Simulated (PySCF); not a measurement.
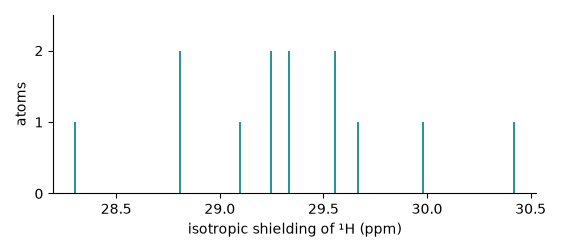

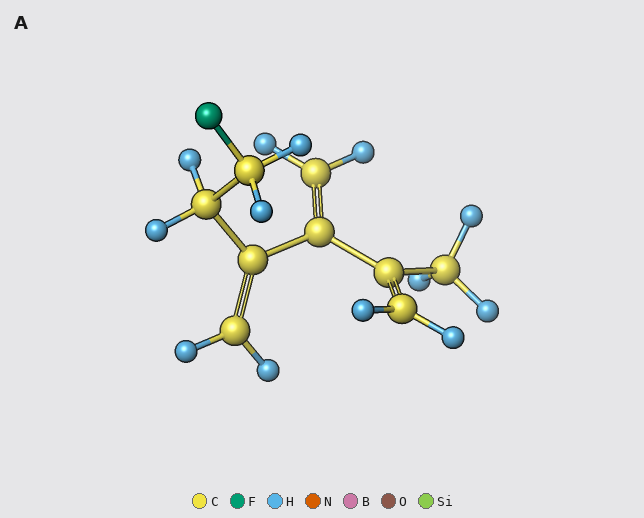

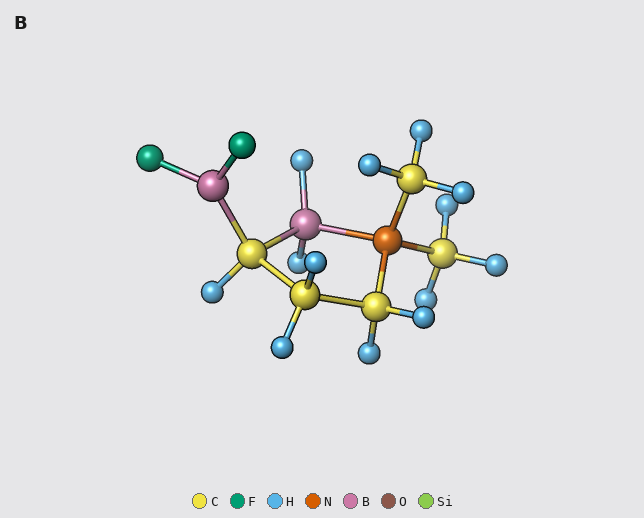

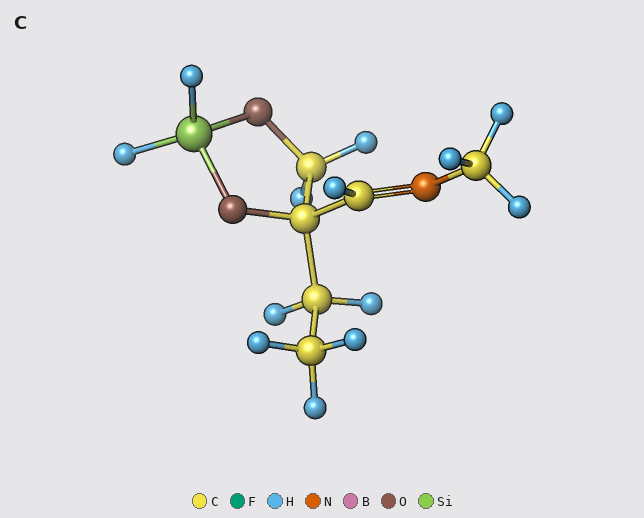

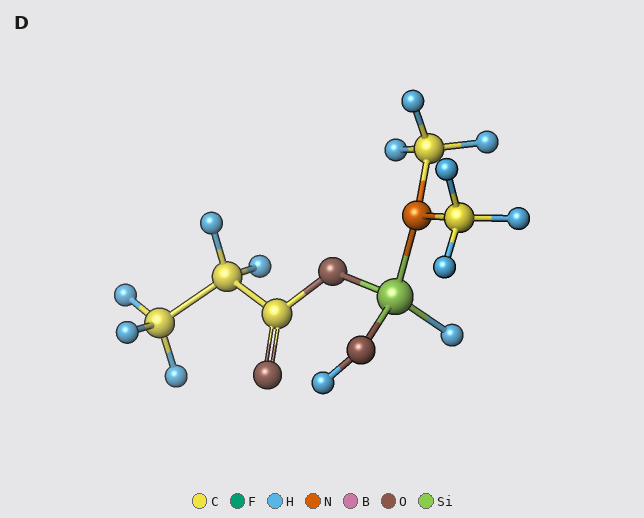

The sticks are computed shieldings of one of the molecules, for one fixed geometry (GFN2-xTB) without averaging over rotations. Low shielding means a high chemical shift. Method: GIAO PBE0/pcSseg-1 NMR shielding, non-relativistic, gas phase (PySCF 2.14.0).

Match the spectrum to a structure.

Answer. B, `C[N+]1(C)[BH2-][C@H](B(F)F)CC1`. Its 13 H atoms give lines at 28.30, 28.81 (2 atoms), 29.10, 29.25 (2 atoms), 29.33 (2 atoms), 29.56 (2 atoms), 29.67, 29.98, 30.42 ppm.

The geometry is semi-empirical. Around B, Si such bond lengths and angles can be off by a tenth of an ångström or more and by several degrees, and values that hang on the shape move with them.
